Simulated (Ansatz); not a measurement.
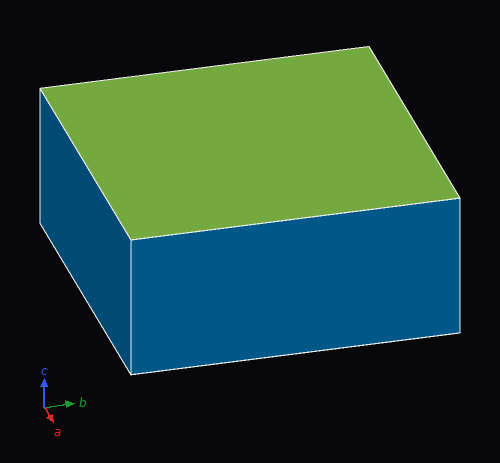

The shape was computed with the Donnay–Harker form of the Bravais–Friedel law: planes with larger spacing d grow more slowly and so show as larger faces; centring, glide planes and screw axes halve or divide d. Faces of one form share a colour. Cell of Mn2F: space group P4/mmm (No. 123), a = 2.686 Å, b = 2.686 Å, c = 6.040 Å, α = 90.00°, β = 90.00°, γ = 90.00°. Origin: coordinates from a relaxation with DFT PBE, scalar-relativistic, plane waves, PAW (Ansatz); the starting structure was generated, so it need not be a known form of this composition. Forms under 0.4 % of the area are left out.

**Which form is which colour?**

green: {001} (d = 6.04 Å, 53 % of the area); blue: {100} (d = 2.69 Å, 47 % of the area).
